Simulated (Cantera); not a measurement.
Input: 1 mol AlCl3, 29 mol NH3, 1.6 mol H2, held at 1473.15 K.

Method: chemical equilibrium by Gibbs-energy minimisation in Cantera with the NASA 1993 tables (ideal gas, pure condensed phases). Candidate condensed phases: Al, AlCl3, AlN, NH4Cl; 20 gas species. The tables' values for AlCl2 are old estimates; treat these amounts as uncertain. Equilibrium is a limit: real reactors are often held back by kinetics, nucleation or transport.

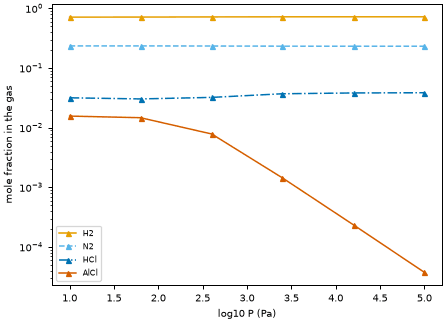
*Equilibrium gas composition (values under 1e-9 drawn at 1e-9)*

From 10.0 Pa to 63.0 Pa nothing is condensed. From 400 Pa to 100000 Pa the condensed part is AlN(s). The main Al-bearing gas is AlCl at 10.0 Pa and AlCl3 at 100000 Pa.
